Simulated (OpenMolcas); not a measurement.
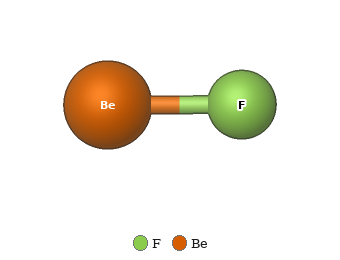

*The molecule at the reference distance of 1.411 Å.*

## Relativistic diatomic calculation for FBe⁺ (part 1 of 2)

FBe⁺. Computed at this level: SA-CASSCF(6,7)/XMS-CASPT2 + RASSI spin-orbit (X2C scalar, AMFI), ANO-RCC-VTZP (OpenMolcas).

### Log (extracts)
```
++    Wave function specifications:
      Number of closed shell electrons           6
      Number of electrons in active shells       6
      Number of inactive orbitals                3
      Number of active orbitals                  7
      Number of secondary orbitals              50
      Spin quantum number                      0.0
      State symmetry                             1
++    Orbital specifications:
      Symmetry species                           1   2
                                                 a   b
      Frozen orbitals                            0   0
      Inactive orbitals                          3   0
      Active orbitals                            3   4
      RAS2 orbitals                              3   4
      Secondary orbitals                        26  24
      Number of basis functions                 32  28
      printout of CI-coefficients larger than  0.15 for root  1
      energy=    -113.944467
      conf/sym  111 2222     Coeff  Weight
           120  020 2200  -0.92986 0.86465
           122  020 u2d0  -0.21442 0.04598
           126  020 2u0d   0.21442 0.04598
      printout of CI-coefficients larger than  0.15 for root  2
      energy=    -113.698003
      conf/sym  111 2222     Coeff  Weight
           160  0ud 2200  -0.97298 0.94669
      printout of CI-coefficients larger than  0.15 for root  3
      energy=    -113.631817
      conf/sym  111 2222     Coeff  Weight
           121  020 2ud0   0.69853 0.48794
           127  020 u20d  -0.69853 0.48794
      printout of CI-coefficients larger than  0.15 for root  4
      energy=    -113.631817
      conf/sym  111 2222     Coeff  Weight
           122  020 u2d0  -0.69853 0.48794
           126  020 2u0d  -0.69853 0.48794
      printout of CI-coefficients larger than  0.15 for root  5
      energy=    -113.630945
      conf/sym  111 2222     Coeff  Weight
           121  020 2ud0  -0.70254 0.49356
           127  020 u20d  -0.70254 0.49356
      Natural orbitals and occupation numbers for root  1
      sym 1:   0.022274   1.977199   0.000592
      sym 2:   1.976494   1.976494   0.023474   0.023474
      Natural orbitals and occupation numbers for root  2
      sym 1:   0.002280   1.141183   0.856370
      sym 2:   1.979392   1.979392   0.020691   0.020691
      Natural orbitals and occupation numbers for root  3
      sym 1:   0.009617   1.989969   0.000782
      sym 2:   1.499267   1.499267   0.500549   0.500549
      Natural orbitals and occupation numbers for root  4
      sym 1:   0.009617   1.989969   0.000782
      sym 2:   1.499267   1.499267   0.500549   0.500549
      Natural orbitals and occupation numbers for root  5
      sym 1:   0.009557   1.990083   0.000457
      sym 2:   1.499267   1.499267   0.500684   0.500685
      RASSCF energy for state  5                   -113.63094479
::    RASSCF root number  1 Total energy:   -113.94446679
::    RASSCF root number  2 Total energy:   -113.69800258
::    RASSCF root number  3 Total energy:   -113.63181750
::    RASSCF root number  4 Total energy:   -113.63181750
::    RASSCF root number  5 Total energy:   -113.63094479
      Von Neumann Entropy (Root   1) =  0.27633
++    Wave function specifications:
      Number of closed shell electrons           2
      Number of electrons in active shells       6
      Number of inactive orbitals                1
      Number of active orbitals                  7
      Number of secondary orbitals              50
      Spin quantum number                      0.0
      State symmetry                             1
      Number of CSFs                           254
      Number of CASSCF root(s) available         5
      CASPT2 state passed to geometry opt.       5
      A file JOBMIX will be created
      This is a MULTI-STATE CASSCF reference
      Number of CI roots used                    5
      These are:                                 1   2   3   4   5
      Off-diagonal elements of Heff are computed
  FINAL CASPT2 RESULT:
      Reference energy:        -113.9444667928
      E2 (Non-variational):      -0.2414425104
      Shift correction:          -0.0007802009
      E2 (Variational):          -0.2422227113
      Total energy:            -114.1866895041
      Reference weight:           0.95102
  FINAL CASPT2 RESULT:
      Reference energy:        -113.6980025790
      E2 (Non-variational):      -0.2115183208
      Shift correction:          -0.0004210164
      E2 (Variational):          -0.2119393372
      Total energy:            -113.9099419162
      Reference weight:           0.96315
  FINAL CASPT2 RESULT:
      Reference energy:        -113.6318174976
      E2 (Non-variational):      -0.2024965611
      Shift correction:          -0.0007050918
      E2 (Variational):          -0.2032016529
      Total energy:            -113.8350191504
      Reference weight:           0.96273
  FINAL CASPT2 RESULT:
      Reference energy:        -113.6318174976
      E2 (Non-variational):      -0.2025117351
      Shift correction:          -0.0007057402
      E2 (Variational):          -0.2032174753
      Total energy:            -113.8350349729
      Reference weight:           0.96272
  FINAL CASPT2 RESULT:
      Reference energy:        -113.6309447871
      E2 (Non-variational):      -0.2023325422
      Shift correction:          -0.0006212621
      E2 (Variational):          -0.2029538043
      Total energy:            -113.8338985914
      Reference weight:           0.96342
       Total XMS-CASPT2 energies:
::    XMS-CASPT2 Root  1     Total energy:   -114.18627055
::    XMS-CASPT2 Root  2     Total energy:   -113.91036089
::    XMS-CASPT2 Root  3     Total energy:   -113.83507328
::    XMS-CASPT2 Root  4     Total energy:   -113.83498084
::    XMS-CASPT2 Root  5     Total energy:   -113.83389857
++    Wave function specifications:
      Number of closed shell electrons           6
      Number of electrons in active shells       6
      Number of inactive orbitals                3
      Number of active orbitals                  7
      Number of secondary orbitals              50
      Spin quantum number                      1.0
      State symmetry                             2
      printout of CI-coefficients larger than  0.15 for root  1
      energy=    -113.772294
      conf/sym  111 2222     Coeff  Weight
           100  02u u200   0.98721 0.97458
      printout of CI-coefficients larger than  0.15 for root  2
      energy=    -113.772294
      conf/sym  111 2222     Coeff  Weight
            25  02u 2u00  -0.98721 0.97458
      printout of CI-coefficients larger than  0.15 for root  3
      energy=    -113.575881
      conf/sym  111 2222     Coeff  Weight
           228  0u0 220u  -0.99573 0.99147
      printout of CI-coefficients larger than  0.15 for root  4
      energy=    -113.575881
      conf/sym  111 2222     Coeff  Weight
           226  0u0 22u0   0.99573 0.99147
      Natural orbitals and occupation numbers for root  1
      sym 1:   0.007893   1.990866   0.998973
      sym 2:   1.000241   1.997979   0.001855   0.002194
      Natural orbitals and occupation numbers for root  2
      sym 1:   0.007893   1.990866   0.998973
      sym 2:   1.997979   1.000241   0.002194   0.001855
      Natural orbitals and occupation numbers for root  3
      sym 1:   0.001735   0.999741   0.001164
      sym 2:   1.998223   1.998055   0.001532   0.999550
      Natural orbitals and occupation numbers for root  4
      sym 1:   0.001735   0.999741   0.001164
      sym 2:   1.998055   1.998223   0.999550   0.001532
      RASSCF energy for state  4                   -113.57588109
::    RASSCF root number  1 Total energy:   -113.77229404
::    RASSCF root number  2 Total energy:   -113.77229404
::    RASSCF root number  3 Total energy:   -113.57588109
::    RASSCF root number  4 Total energy:   -113.57588109
      Von Neumann Entropy (Root   1) =  1.05984
++    Wave function specifications:
      Number of closed shell electrons           2
      Number of electrons in active shells       6
      Number of inactive orbitals                1
      Number of active orbitals                  7
      Number of secondary orbitals              50
      Spin quantum number                      1.0
      State symmetry                             2
      Number of CSFs                           300
      Number of CASSCF root(s) available         4
      CASPT2 state passed to geometry opt.       4
      A file JOBMIX will be created
      This is a MULTI-STATE CASSCF reference
      Number of CI roots used                    4
      These are:                                 1   2   3   4
      Off-diagonal elements of Heff are computed
  FINAL CASPT2 RESULT:
      Reference energy:        -113.7722940393
      E2 (Non-variational):      -0.1968949168
      Shift correction:          -0.0003231369
      E2 (Variational):          -0.1972180537
      Total energy:            -113.9695120929
      Reference weight:           0.96717
  FINAL CASPT2 RESULT:
      Reference energy:        -113.7722940380
      E2 (Non-variational):      -0.1968949150
      Shift correction:          -0.0003231369
      E2 (Variational):          -0.1972180519
      Total energy:            -113.9695120899
      Reference weight:           0.96717
  FINAL CASPT2 RESULT:
      Reference energy:        -113.5758810871
      E2 (Non-variational):      -0.2120186611
      Shift correction:          -0.0004291045
      E2 (Variational):          -0.2124477656
      Total energy:            -113.7883288527
      Reference weight:           0.96362
  FINAL CASPT2 RESULT:
      Reference energy:        -113.5758810863
      E2 (Non-variational):      -0.2120186613
      Shift correction:          -0.0004291046
      E2 (Variational):          -0.2124477659
      Total energy:            -113.7883288522
      Reference weight:           0.96362
       Total XMS-CASPT2 energies:
::    XMS-CASPT2 Root  1     Total energy:   -113.96953427
::    XMS-CASPT2 Root  2     Total energy:   -113.96953427
::    XMS-CASPT2 Root  3     Total energy:   -113.78830667
::    XMS-CASPT2 Root  4     Total energy:   -113.78830667
++    Wave function specifications:
      Number of closed shell electrons           6
      Number of electrons in active shells       6
      Number of inactive orbitals                3
      Number of active orbitals                  7
      Number of secondary orbitals              50
      Spin quantum number                      0.0
      State symmetry                             2
      printout of CI-coefficients larger than  0.15 for root  1
      energy=    -113.768039
      conf/sym  111 2222     Coeff  Weight
            93  02u 2d00  -0.51145 0.26158
            94  02u d200  -0.84992 0.72236
      printout of CI-coefficients larger than  0.15 for root  2
      energy=    -113.768039
      conf/sym  111 2222     Coeff  Weight
            93  02u 2d00  -0.84992 0.72236
            94  02u d200   0.51145 0.26158
      Natural orbitals and occupation numbers for root  1
      sym 1:   0.008754   1.990844   0.999703
      sym 2:   0.999624   1.997392   0.000964   0.002719
      Natural orbitals and occupation numbers for root  2
      sym 1:   0.008754   1.990844   0.999703
      sym 2:   1.997392   0.999624   0.002719   0.000964
      RASSCF energy for state  2                   -113.76803949
::    RASSCF root number  1 Total energy:   -113.76803949
::    RASSCF root number  2 Total energy:   -113.76803949
      Von Neumann Entropy (Root   1) =  1.06117
++    Wave function specifications:
      Number of closed shell electrons           2
      Number of electrons in active shells       6
      Number of inactive orbitals                1
      Number of active orbitals                  7
      Number of secondary orbitals              50
      Spin quantum number                      0.0
      State symmetry                             2
      Number of CSFs                           236
      Number of CASSCF root(s) available         2
      CASPT2 state passed to geometry opt.       2
      A file JOBMIX will be created
      This is a MULTI-STATE CASSCF reference
      Number of CI roots used                    2
      These are:                                 1   2
      Off-diagonal elements of Heff are computed
  FINAL CASPT2 RESULT:
      Reference energy:        -113.7680392357
      E2 (Non-variational):      -0.1973681338
      Shift correction:          -0.0003304532
      E2 (Variational):          -0.1976985870
      Total energy:            -113.9657378227
      Reference weight:           0.96712
  FINAL CASPT2 RESULT:
      Reference energy:        -113.7680392356
      E2 (Non-variational):      -0.1973681335
      Shift correction:          -0.0003304532
      E2 (Variational):          -0.1976985866
      Total energy:            -113.9657378223
      Reference weight:           0.96712
       Total XMS-CASPT2 energies:
::    XMS-CASPT2 Root  1     Total energy:   -113.96573782
::    XMS-CASPT2 Root  2     Total energy:   -113.96573782
++    Wave function specifications:
      Number of closed shell electrons           6
      Number of electrons in active shells       6
      Number of inactive orbitals                3
      Number of active orbitals                  7
      Number of secondary orbitals              50
      Spin quantum number                      1.0
      State symmetry                             1
      printout of CI-coefficients larger than  0.15 for root  1
      energy=    -113.708363
      conf/sym  111 2222     Coeff  Weight
           121  0uu 2200  -0.98842 0.97697
      printout of CI-coefficients larger than  0.15 for root  2
      energy=    -113.650374
      conf/sym  111 2222     Coeff  Weight
            55  020 2uu0  -0.69803 0.48725
           150  020 u20u  -0.69803 0.48725
      printout of CI-coefficients larger than  0.15 for root  3
      energy=    -113.642139
      conf/sym  111 2222     Coeff  Weight
            55  020 2uu0   0.70473 0.49664
           150  020 u20u  -0.70473 0.49664
      printout of CI-coefficients larger than  0.15 for root  4
      energy=    -113.642139
      conf/sym  111 2222     Coeff  Weight
            56  020 2u0u  -0.70473 0.49664
           148  020 u2u0  -0.70473 0.49664
      printout of CI-coefficients larger than  0.15 for root  5
      energy=    -113.633919
      conf/sym  111 2222     Coeff  Weight
            56  020 2u0u  -0.70481 0.49676
           148  020 u2u0   0.70481 0.49676
      Natural orbitals and occupation numbers for root  1
      sym 1:   0.001879   1.018768   0.979739
      sym 2:   1.988362   1.988362   0.011444   0.011444
      Natural orbitals and occupation numbers for root  2
      sym 1:   0.007782   1.971779   0.020516
      sym 2:   1.508947   1.508947   0.491014   0.491014
      Natural orbitals and occupation numbers for root  3
      sym 1:   0.008164   1.991465   0.000448
      sym 2:   1.499221   1.499221   0.500741   0.500741
      Natural orbitals and occupation numbers for root  4
      sym 1:   0.008164   1.991465   0.000448
      sym 2:   1.499221   1.499221   0.500741   0.500741
      Natural orbitals and occupation numbers for root  5
      sym 1:   0.008257   1.991363   0.001336
      sym 2:   1.498978   1.498978   0.500544   0.500544
      RASSCF energy for state  5                   -113.63391872
::    RASSCF root number  1 Total energy:   -113.70836311
::    RASSCF root number  2 Total energy:   -113.65037361
::    RASSCF root number  3 Total energy:   -113.64213944
::    RASSCF root number  4 Total energy:   -113.64213944
::    RASSCF root number  5 Total energy:   -113.63391872
      Von Neumann Entropy (Root   1) =  1.11150
++    Wave function specifications:
      Number of closed shell electrons           2
      Number of electrons in active shells       6
      Number of inactive orbitals                1
      Number of active orbitals                  7
      NuSPIN-FREE ENERGIES:
  (Shifted by EMIN (a.u.) =       -114.1862705549)
 SF State       Relative EMIN(au)   Rel lowest level(eV)    D:o, cm**(-1)      Abs_M
     1             0.0000000000        0.0000000000              0.0000         0.0
     6             0.2167362803        5.8976946380          47568.1152         1.0
     7             0.2167362835        5.8976947230          47568.1159         1.0
    10             0.2205327322        6.0010013548          48401.3401         1.0
    11             0.2205327322        6.0010013548          48401.3401         1.0
    12             0.2680264913        7.2933723799          58825.0154         0.0
     2             0.2759096677        7.5078845374          60555.1726         0.0
    13             0.3385811992        9.2132637858          74309.9839         0.0
    14             0.3469608031        9.4412844244          76149.0943         2.0
    15             0.3469907999        9.4421006793          76155.6779         2.0
     3             0.3511972700        9.5565645625          77078.8914         2.0
     4             0.3512897164        9.5590801563          77099.1810         2.0
     5             0.3523719851        9.5885301901          77336.7115         0.0
    16             0.3547446809        9.6530945312          77857.4581         0.0
     8             0.3979638837       10.8291489504          87342.9767         1.0
     9             0.3979638842       10.8291489661          87342.9768         1.0
```

(Continued in part 2.) Outcome of the run: converged; components of a degenerate state are split by 20 cm⁻¹.
